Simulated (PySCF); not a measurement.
# C₄H₉BOSi: what the fields show

Input file:

```
{"job": {"kind": "nmr", "xc": "PBE0", "basis": "pcSseg-1"}, "charge": 0, "multiplicity": 1}
B      0.075044     2.052449    -1.144631
Si    -0.334770     0.329792    -0.334878
C     -1.982899     0.126712     0.616556
C      0.130890    -1.327680    -1.251147
O      1.207554    -1.605447    -0.339860
C      1.122941    -0.561587     0.547469
C      1.904079    -0.402771     1.606055
H      0.081341     3.021688    -0.491587
H      0.360605     2.171671    -2.271076
H     -2.071074     0.882771     1.391131
H     -2.833408     0.241829    -0.050261
H     -2.060863    -0.846936     1.091008
H      0.529479    -1.256260    -2.265757
H     -0.587080    -2.150404    -1.225632
H      2.670269    -1.115409     1.862201
H      1.780293     0.448525     2.248999
```

Launched as:

```sh
OMP_NUM_THREADS=1 python probes_run.py task.json out
```

Geometry: GFN2-xTB.

Theory: PBE0/pcSseg-1, SCF density, gas phase, non-relativistic (PySCF 2.14.0).

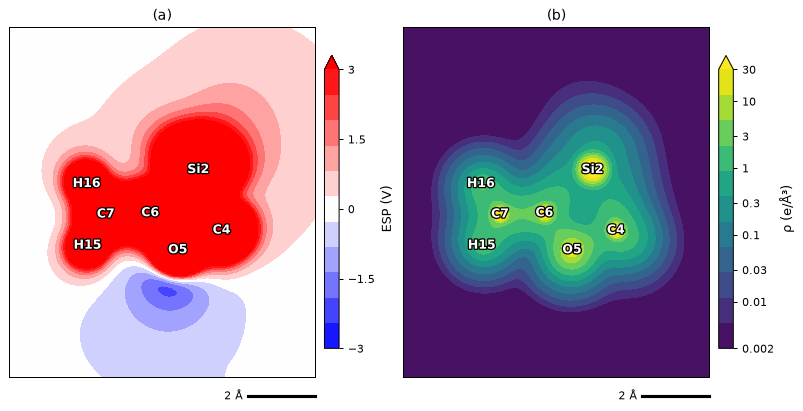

Figure 1. (a) electrostatic potential; (b) electron density on the plane of atoms Si2, C6 and C7.

Q: What does the map show?

A: The plane passes through Si, C, O and H nuclei.
C–C (1.33 Å): the density is about 2.3 e/Å³ at the midpoint.
C–O (1.37 Å): ρ at the midpoint is about 2.3 e/Å³, with its minimum of 2 e/Å³ about 0.5 Å from C.
C–Si (1.92 Å): the density is about 0.86 e/Å³ at the midpoint.
C–H (1.07 Å): ρ is about 2 e/Å³ halfway.
C–O (1.44 Å): the density is about 2 e/Å³ at the midpoint, with its minimum of 1.7 e/Å³ about 0.5 Å from C.
Outside the dense part of the molecule the potential is most negative (−2.0 V) near O5.

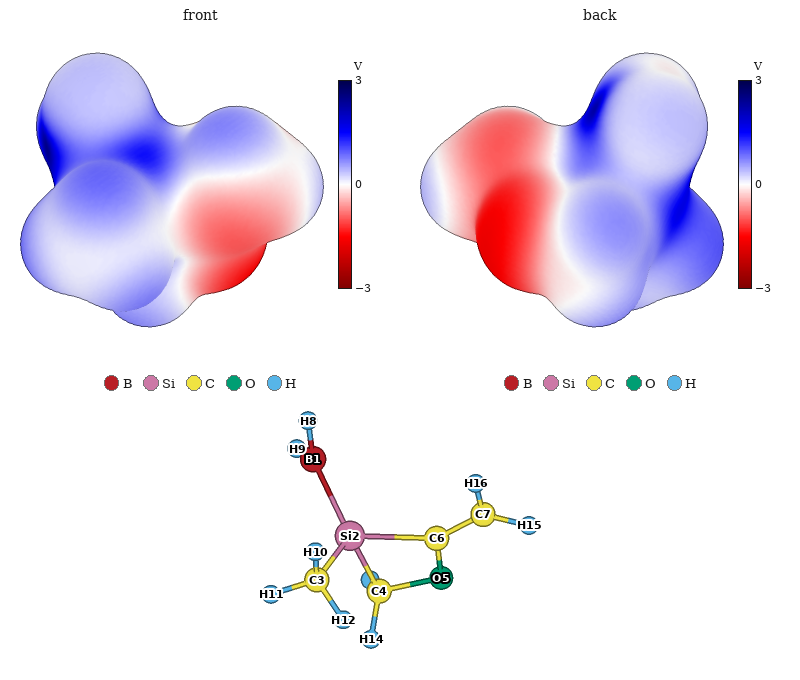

Figure 2. The molecular electrostatic potential painted on the density surface at 0.002 e/bohr³, seen from the front and from behind; the colour scale runs from red (negative) to blue (positive). The bare structure is drawn below in the same view.

Q: Which sites attract a positive test charge, and which a negative one?

A: A positive charge is drawn to the negative regions and a negative charge to the positive ones. The most negative region (about −1.6 V) lies over O5, the most positive (about +2.2 V) over B1. O5 is the likeliest acceptor of a hydrogen bond.

Q: What dipole moment does the calculation give?

A: Its dipole moment is 2.79 D.
